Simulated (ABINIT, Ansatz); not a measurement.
**How the form of the self-energy moves the gap of TlGaF6 (R-3)**

How much does the gap of TlGaF6 (R-3) depend on the approximation to the self-energy?

Calculated with ABINIT 10.8.3; PBEsol and many-body steps on it, plane waves.

## (1) Set-up

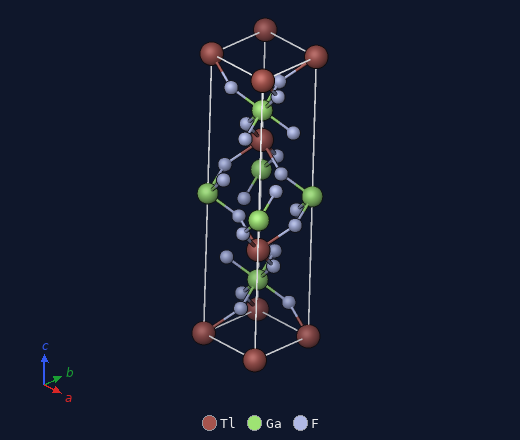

The cell as given, slightly off an axis (thallium brown, gallium green, fluorine light blue). This picture shows the conventional cell, with its axes. Bonds to atoms that aren't drawn are left out. Some periodic images of atoms are drawn too.

The cell and positions are those that the Materials Project relaxed with its own functionals (PBE, PBE+U or r2SCAN), kept fixed. Spin-orbit coupling is left out unless a step names it.

## (2) Empty states on the mesh, 2×2×2 mesh, 234 bands

This step: ABINIT 10.8.3; DFT, PBEsol, plane waves, norm-conserving pseudopotentials.

The sums over transitions need many empty states on a uniform mesh; this step solves for them.

The input, run.abi:

```
acell 3*1.0 Angstrom
rprim 
  2.548402435337 1.471320832068 4.729815620893
  -2.548402435337 1.471320832068 4.729815620893
  0.000000000000 -2.942641664067 4.729815620914
ntypat 3
znucl 81 31 9
natom 8
typat 1 2 3 3 3 3 3 3
xred 
  0.000000000000 0.000000000000 0.000000000000
  0.500000000000 0.500000000000 0.500000000000
  0.879432130000 0.580450270000 0.272523150000
  0.580450270000 0.272523150000 0.879432130000
  0.272523150000 0.879432130000 0.580450270000
  0.419549730000 0.727476850000 0.120567870000
  0.727476850000 0.120567870000 0.419549730000
  0.120567870000 0.419549730000 0.727476850000
pp_dirpath "pseudos"
pseudos "Tl.upf, Ga.upf, F.upf"
ecut 45
ngkpt 2 2 2
nshiftk 1
shiftk 0 0 0
kptopt 1
chksymbreak 0
iscf -2
irdden 1
istwfk *1
nband 234
nbdbuf 20
tolwfr 1e-09
nstep 60
prtvol 0
indata_prefix "in"
outdata_prefix "out"
tmpdata_prefix "tmp"
```

Command:

```
OMP_NUM_THREADS=1 mpirun -n 4 abinit run.abi > log
```

Numbers of over 12 decimals in the logs are rounded to 6 here.

Log:

```text
.Version 10.8.3 of ABINIT. v10.8.2 released Aug 2026.

 Symmetries : space group R-3 (#148); Bravais hR (rhombohedral)
[... echo of the input left out ...]
== DATASET  1 ==================================================================
-   mpi_nproc: 4, omp_nthreads: 1 (-1 if OMP is not activated)

--- !DatasetInfo
iteration_state: {dtset: 1, }
dimensions: {natom: 8, nkpt: 4, mband: 234, nsppol: 1, nspinor: 1, nspden: 1, mpw: 10406, }
cutoff_energies: {ecut:  45.0, pawecutdg:  -1.0, }
[...]
2.89235    2.90059    2.90059    2.91170    2.98688    2.98688    3.00558    3.00652
   3.01620    3.02031    3.02032    3.07839    3.07848    3.10029    3.10092    3.12116
   3.12326    3.15189
 prteigrs : prtvol=0 or 1, do not print more k-points.

== END DATASET(S) ==============================================================
================================================================================

 -outvars: echo values of variables after computation  --------
            nband         234
             nkpt           4
          spgroup         148
 [... the other variables as echoed above ...]

 Calculation completed.
```

Wall time 1.9 min (4 MPI ranks of Arm Neoverse V1, shared host); peak memory 0.53 GiB.

This step gave:

```
gap                                                           : 2.868 eV
k of the valence top                                          : 0.5, 0.5, 0
k of the conduction bottom                                    : 0, 0, 0
least direct gap                                              : 2.993 eV
k points computed                                             : 4
lowest point of the top converged band, above the valence top : 77.2343 eV
```

On this mesh the gap is 2.868 eV.

The density comes from a self-consistent run that is not shown.

## (3) Screening, 2×2×2 mesh, 112 bands, screening to 114.3 eV

The RPA dielectric matrix is built and inverted for each q.

This step: RPA screening on PBEsol, plane waves, norm-conserving pseudopotentials.

run.abi: that of step 2 with these lines changed.

```diff
@@ -26,10 +26,11 @@
 chksymbreak 0
-iscf -2
-irdden 1
 istwfk *1
-nband 234
-nbdbuf 20
-tolwfr 1e-09
-nstep 60
-prtvol 0
+occopt 1
+irdwfk 1
+optdriver 3
+nband 112
+ecuteps 4.2
+inclvkb 2
+awtr 1
+symchi 1
 indata_prefix "in"
```

Log:

```text
.Version 10.8.3 of ABINIT. v10.8.2 released Aug 2026.

 Symmetries : space group R-3 (#148); Bravais hR (rhombohedral)
[... echo of the input left out ...]
== DATASET  1 ==================================================================
-   mpi_nproc: 4, omp_nthreads: 1 (-1 if OMP is not activated)

--- !DatasetInfo
iteration_state: {dtset: 1, }
dimensions: {natom: 8, nkpt: 4, mband: 112, nsppol: 1, nspinor: 1, nspden: 1, mpw: 10406, }
cutoff_energies: {ecut:  45.0, pawecutdg:  -1.0, }
electrons: {nelect:   8.40000000E+01, charge:   0.00000000E+00, occopt:   1.00000000E+00, tsmear:   1.00000000E-02, }

 SCREENING: Calculation of the susceptibility and dielectric matrices

 Based on a program developped by R.W. Godby, V. Olevano, G. Onida, and L. Reining.
 Incorporated in ABINIT by V. Olevano, G.-M. Rignanese, and M. Torrent.
.Using double precision arithmetic ; gwpc =  8

[... cell and pseudopotentials left out ...]
--------------------------------------------------------------------------------

 ==== K-mesh for the wavefunctions ====
 Number of points in the irreducible wedge :     4
[... list of points left out ...]
 Together with  6 symmetry operations and time-reversal symmetry
 yields     8 points in the full Brillouin Zone.

 ==== Q-mesh for the screening function ====
 Number of points in the irreducible wedge :     4
[... list of points left out ...]
 Together with  6 symmetry operations and time-reversal symmetry
 yields     8 points in the full Brillouin Zone.

 setmesh: FFT mesh size selected  =    45x   45x   45
          total number of points  =        91125

 vcoul_init : cutoff-mode = AUXILIARY_FUNCTION
 q-points for optical limit:   1
     1)      0.000010    0.000020    0.000030

- screening: taking advantage of time-reversal symmetry
- Maximum band index for partially occupied states nbvw = 42
- Remaining bands to be divided among processors   nbcw = 70
- Number of bands treated by each node ~17

 Number of electrons calculated from density =   84.0000; Expected =   84.0000
 average of density, n =  0.116980
 r_s =    1.2684
 omega_plasma =   32.9922 [eV]

 calculating chi0 at frequencies [eV] :
  1    0.000000E+00    0.000000E+00
  2    0.000000E+00    3.299222E+01

--------------------------------------------------------------------------------
  q-point number  1        q = ( 0.000000, 0.000000, 0.000000) [r.l.u.]
--------------------------------------------------------------------------------
[... chi0 elements left out ...]
 For q-point:  0.000010 0.000020 0.000030
  dielectric constant =   2.8092
  dielectric constant without local fields =   2.9912

  Average fulfillment of the sum rule on Im[epsilon] for q-point    1 :     31.12  [%]
[... wings left out ...]
  q-point number  2        q = ( 0.500000, 0.000000, 0.000000) [r.l.u.]
--------------------------------------------------------------------------------
[... chi0 elements left out ...]
  Average fulfillment of the sum rule on Im[epsilon] for q-point    2 :     36.72  [%]

 [... 2 further q-points ...]
```

Run time: 56 s. Hardware: 4 MPI ranks; peak memory 2.2 GiB.

Numbers from this step:

| Quantity | Value |
| --- | --- |
| ε∞ with local fields, on this mesh, along the program's q direction | 2.809 |
| the same without local fields | 2.991 |
| plasma frequency | 32.99 eV |
| plane waves in the screening matrix | 297 |

Local fields lower ε∞ by 6 %. On a Γ-centred mesh this coarse the value itself is usually too large, while a short band sum pulls it down.

## (4) G0W0, Godby-Needs plasmon pole

The self-energy is evaluated for the states that the input lists, and the levels follow from it, in one-shot runs by the linearised quasiparticle equation.

This step: G0W0 on PBEsol, plane waves, norm-conserving pseudopotentials.

run.abi: that of step 3 with these lines changed.

```diff
@@ -29,8 +29,17 @@
 irdwfk 1
-optdriver 3
+optdriver 4
 nband 112
+gwcalctyp 0
+ecutsigx 45
+symsigma 1
+nkptgw 2
+kptgw 
+  0.5000000000 0.5000000000 0.0000000000
+  0.0000000000 0.0000000000 0.0000000000
+bdgw 
+  41 44
+  41 44
 ecuteps 4.2
-inclvkb 2
-awtr 1
-symchi 1
+irdscr 1
+ppmodel 1
 indata_prefix "in"
```

Log:

```text
.Version 10.8.3 of ABINIT. v10.8.2 released Aug 2026.

 Symmetries : space group R-3 (#148); Bravais hR (rhombohedral)
[... echo of the input left out ...]
== DATASET  1 ==================================================================
-   mpi_nproc: 4, omp_nthreads: 1 (-1 if OMP is not activated)

--- !DatasetInfo
iteration_state: {dtset: 1, }
dimensions: {natom: 8, nkpt: 4, mband: 112, nsppol: 1, nspinor: 1, nspden: 1, mpw: 10406, }
cutoff_energies: {ecut:  45.0, pawecutdg:  -1.0, }
electrons: {nelect:   8.40000000E+01, charge:   0.00000000E+00, occopt:   1.00000000E+00, tsmear:   1.00000000E-02, }

 SIGMA: Calculation of the GW corrections

 Based on a program developped by R.W. Godby, V. Olevano, G. Onida, and L. Reining.
 Incorporated in ABINIT by V. Olevano, G.-M. Rignanese, and M. Torrent.
.Using double precision arithmetic ; gwpc =  8

[... cell and pseudopotentials left out ...]
--------------------------------------------------------------------------------

 ==== K-mesh for the wavefunctions ====
 Number of points in the irreducible wedge :     4
[... list of points left out ...]
 Together with  6 symmetry operations and time-reversal symmetry
 yields     8 points in the full Brillouin Zone.

 ==== Q-mesh for screening function ====
 Number of points in the irreducible wedge :     4
[... list of points left out ...]
 Together with  6 symmetry operations and time-reversal symmetry
 yields     8 points in the full Brillouin Zone.

 vcoul_init : cutoff-mode = AUXILIARY_FUNCTION
 q-points for optical limit:   1
     1)      0.000010    0.000020    0.000030
 setmesh: FFT mesh size selected  =    64x   64x   64
          total number of points  =       262144

 Number of electrons calculated from density =   84.0000; Expected =   84.0000
 average of density, n =  0.116980
 r_s =    1.2684
 omega_plasma =   32.9922 [eV]

 === KS Band Gaps ===
  >>>> For spin  1
   Minimum direct gap =   2.9933 [eV], located at k-point      :   0.0000  0.0000  0.0000
   Fundamental gap    =   2.8674 [eV], Top of valence bands at :   0.5000  0.5000  0.0000
                                       Bottom of conduction at :   0.0000  0.0000  0.0000
 SIGMA fundamental parameters:
 PLASMON POLE MODEL  1
 number of plane-waves for SigmaX                10329
 number of plane-waves for SigmaC and W            297
 number of plane-waves for wavefunctions         10329
 number of bands                                   112
 number of independent spin polarizations            1
 number of spinorial components                      1
 number of k-points in IBZ                           4
 number of q-points in IBZ                           4
 number of symmetry operations                       6
 number of k-points in BZ                            8
 number of q-points in BZ                            8
 number of frequencies for dSigma/dE                 9
 frequency step for dSigma/dE [eV]                0.25
 number of omega for Sigma on real axis              0
 max omega for Sigma on real axis  [eV]           0.00
 zcut for avoiding poles [eV]                     0.10

 EPSILON^-1 parameters (SCR file):
 dimension of the eps^-1 matrix on file            297
 dimension of the eps^-1 matrix used               297
 number of plane-waves for wavefunctions         10329
 number of bands                                   112
 number of q-points in IBZ                           4
 number of frequencies                               2
 number of real frequencies                          1
 number of imag frequencies                          1

 matrix elements of self-energy operator (all in [eV])

 Perturbative Calculation

--- !SelfEnergy_ee
iteration_state: {dtset: 1, }
kpoint     : [   0.500,    0.500,    0.000, ]
spin       : 1
KS_gap     :    4.582
QP_gap     :    7.845
Delta_QP_KS:    3.263
data: !SigmaeeData |
     Band     E0 <VxcDFT>   SigX SigC(E0)      Z dSigC/dE  Sig(E)    E-E0       E
       41   0.188 -23.270 -30.224   5.703   0.796  -0.257 -24.265  -0.995  -0.807
       42   0.271 -23.302 -30.214   5.698   0.795  -0.258 -24.267  -0.965  -0.694
       43   4.853 -19.533 -15.090  -1.719   0.844  -0.185 -17.235   2.298   7.151
       44   9.050 -19.590 -13.429  -2.788   0.839  -0.193 -16.762   2.828  11.878

--- !SelfEnergy_ee
iteration_state: {dtset: 1, }
kpoint     : [   0.000,    0.000,    0.000, ]
spin       : 1
KS_gap     :    2.993
QP_gap     :    5.790
Delta_QP_KS:    2.796
data: !SigmaeeData |
     Band     E0 <VxcDFT>   SigX SigC(E0)      Z dSigC/dE  Sig(E)    E-E0       E
       41   0.145 -23.288 -30.141   5.636   0.796  -0.257 -24.256  -0.968  -0.823
       42   0.145 -23.288 -30.141   5.636   0.796  -0.257 -24.256  -0.968  -0.823
       43   3.139 -16.934 -13.086  -1.707   0.854  -0.171 -15.106   1.828   4.967
       44   9.527 -19.525 -13.111  -2.896   0.830  -0.205 -16.605   2.921  12.448

== END DATASET(S) ==============================================================
================================================================================

 -outvars: echo values of variables after computation  --------
           etotal      0.0000000000E+00
            nband         112
             nkpt           4
          spgroup         148
 [... the other variables as echoed above ...]

 Calculation completed.
```

The job ended after 12 s (4 MPI ranks; peak memory 1.3 GiB; 50 s of CPU time).

Numbers from this step:

- G0W0 gap on the points computed: 5.661 eV
- starting gap on the mesh: 2.868 eV
- k of the valence top: 0.5, 0.5, 0
- k of the conduction bottom: 0, 0, 0
- Z at the valence top: 0.795
- Z at the conduction bottom: 0.854
- least direct G0W0 gap on the computed points: 5.790 eV

The gap on the mesh goes from 2.87 eV to 5.66 eV, a correction of +2.79 eV.

## (5) G0W0, Hybertsen-Louie plasmon pole

run.abi: that of step 4 with these lines changed.

```diff
@@ -43,3 +43,3 @@
 irdscr 1
-ppmodel 1
+ppmodel 2
 indata_prefix "in"
```

Log:

```text
.Version 10.8.3 of ABINIT. v10.8.2 released Aug 2026.

 Symmetries : space group R-3 (#148); Bravais hR (rhombohedral)
[... echo of the input left out ...]
== DATASET  1 ==================================================================
-   mpi_nproc: 4, omp_nthreads: 1 (-1 if OMP is not activated)

--- !DatasetInfo
iteration_state: {dtset: 1, }
dimensions: {natom: 8, nkpt: 4, mband: 112, nsppol: 1, nspinor: 1, nspden: 1, mpw: 10406, }
cutoff_energies: {ecut:  45.0, pawecutdg:  -1.0, }
electrons: {nelect:   8.40000000E+01, charge:   0.00000000E+00, occopt:   1.00000000E+00, tsmear:   1.00000000E-02, }

 SIGMA: Calculation of the GW corrections

 Based on a program developped by R.W. Godby, V. Olevano, G. Onida, and L. Reining.
 Incorporated in ABINIT by V. Olevano, G.-M. Rignanese, and M. Torrent.
.Using double precision arithmetic ; gwpc =  8

[... cell and pseudopotentials left out ...]
--------------------------------------------------------------------------------

 ==== K-mesh for the wavefunctions ====
 Number of points in the irreducible wedge :     4
[... list of points left out ...]
 Together with  6 symmetry operations and time-reversal symmetry
 yields     8 points in the full Brillouin Zone.

 ==== Q-mesh for screening function ====
 Number of points in the irreducible wedge :     4
[... list of points left out ...]
 Together with  6 symmetry operations and time-reversal symmetry
 yields     8 points in the full Brillouin Zone.

 vcoul_init : cutoff-mode = AUXILIARY_FUNCTION
 q-points for optical limit:   1
     1)      0.000010    0.000020    0.000030
 setmesh: FFT mesh size selected  =    64x   64x   64
          total number of points  =       262144

 Number of electrons calculated from density =   84.0000; Expected =   84.0000
[...]
number of omega for Sigma on real axis              0
 max omega for Sigma on real axis  [eV]           0.00
 zcut for avoiding poles [eV]                     0.10

 EPSILON^-1 parameters (SCR file):
 dimension of the eps^-1 matrix on file            297
 dimension of the eps^-1 matrix used               297
 number of plane-waves for wavefunctions         10329
 number of bands                                   112
 number of q-points in IBZ                           4
 number of frequencies                               2
 number of real frequencies                          1
 number of imag frequencies                          1

 matrix elements of self-energy operator (all in [eV])

 Perturbative Calculation

--- !SelfEnergy_ee
iteration_state: {dtset: 1, }
kpoint     : [   0.500,    0.500,    0.000, ]
spin       : 1
KS_gap     :    4.582
QP_gap     :    8.548
Delta_QP_KS:    3.966
data: !SigmaeeData |
     Band     E0 <VxcDFT>   SigX SigC(E0)      Z dSigC/dE  Sig(E)    E-E0       E
       41   0.188 -23.270 -30.224   5.020   0.882  -0.133 -24.977  -1.707  -1.519
       42   0.271 -23.302 -30.214   5.004   0.881  -0.134 -24.984  -1.682  -1.411
       43   4.853 -19.533 -15.090  -1.921   0.906  -0.104 -17.249   2.284   7.137
[...]
--- !SelfEnergy_ee
iteration_state: {dtset: 1, }
kpoint     : [   0.000,    0.000,    0.000, ]
spin       : 1
KS_gap     :    2.993
QP_gap     :    6.295
Delta_QP_KS:    3.301
data: !SigmaeeData |
     Band     E0 <VxcDFT>   SigX SigC(E0)      Z dSigC/dE  Sig(E)    E-E0       E
[...]
43   3.139 -16.934 -13.086  -2.050   0.910  -0.099 -15.298   1.637   4.775
       44   9.527 -19.525 -13.111  -3.123   0.905  -0.105 -16.547   2.978  12.505

== END DATASET(S) ==============================================================
================================================================================

 -outvars: echo values of variables after computation  --------
           etotal      0.0000000000E+00
            nband         112
             nkpt           4
          spgroup         148
 [... the other variables as echoed above ...]

 Calculation completed.
```

Run time: 12 s. Hardware: 4 MPI ranks; peak memory 1.2 GiB; 49 s of CPU time.

Numbers from this step:

```
G0W0 gap on the points computed              : 6.186 eV
starting gap on the mesh                     : 2.868 eV
k of the valence top                         : 0.5, 0.5, 0
k of the conduction bottom                   : 0, 0, 0
Z at the valence top                         : 0.881
Z at the conduction bottom                   : 0.91
least direct G0W0 gap on the computed points : 6.294 eV
```

Against G0W0 in ABINIT (2×2×2 mesh, 112 bands, screening to 114.3 eV, Godby-Needs plasmon pole), the gap moves by +0.525 eV.

## (6) G0W0, von der Linden-Horsch plasmon pole

run.abi: that of step 5 with these lines changed.

```diff
@@ -43,3 +43,3 @@
 irdscr 1
-ppmodel 2
+ppmodel 3
 indata_prefix "in"
```

Log:

```text
.Version 10.8.3 of ABINIT. v10.8.2 released Aug 2026.

 Symmetries : space group R-3 (#148); Bravais hR (rhombohedral)
[... echo of the input left out ...]
== DATASET  1 ==================================================================
-   mpi_nproc: 4, omp_nthreads: 1 (-1 if OMP is not activated)

--- !DatasetInfo
iteration_state: {dtset: 1, }
dimensions: {natom: 8, nkpt: 4, mband: 112, nsppol: 1, nspinor: 1, nspden: 1, mpw: 10406, }
cutoff_energies: {ecut:  45.0, pawecutdg:  -1.0, }
[...]
Band     E0 <VxcDFT>   SigX SigC(E0)      Z dSigC/dE  Sig(E)    E-E0       E
[...]
43   3.139 -16.934 -13.086  -1.844   0.915  -0.093 -15.100   1.834   4.973
       44   9.527 -19.525 -13.111  -2.850   0.909  -0.100 -16.283   3.242  12.769

== END DATASET(S) ==============================================================
================================================================================

 -outvars: echo values of variables after computation  --------
           etotal      0.0000000000E+00
            nband         112
             nkpt           4
          spgroup         148
 [... the other variables as echoed above ...]

 Calculation completed.
```

Elapsed: 8.9 s, on 4 MPI ranks; peak memory 1.4 GiB.

This step gave:

| Item | Value |
| --- | --- |
| G0W0 gap on the points computed | 5.774 eV |
| starting gap on the mesh | 2.868 eV |
| k of the valence top | 0.5, 0.5, 0 |
| k of the conduction bottom | 0, 0, 0 |
| least direct G0W0 gap on the computed points | 5.907 eV |

Against G0W0 in ABINIT (2×2×2 mesh, 112 bands, screening to 114.3 eV, Godby-Needs plasmon pole), the gap moves by +0.113 eV.

[end of part 1 of 2]

[Paths, hosts, dates, memory and timing lines, banners, echoed tables and standing remarks are left out of the program output.]

[Logs are printed without paths, hosts, clocks, repeated set-up lines and the standing remarks that a program may print on its own settings, such as how far it seeks lower states.]

[Runs of the session that timed out or met a known fault of the program may be left out.]

[Hosts, paths, dates, database ids (printed as entryN), source tags and the programs' standing remarks are cut or masked in the printed files.]

[G0W0 gaps are taken among the corrected bands and points alone; a level outside them can change the order at an edge.]

[Where Ansatz stands beside ABINIT at settings called matched, ABINIT's density can come from a denser mesh and the files from another edition; pairs whose starting gaps differed by over 0.03 eV were left out, so agreement reads better than it is.]
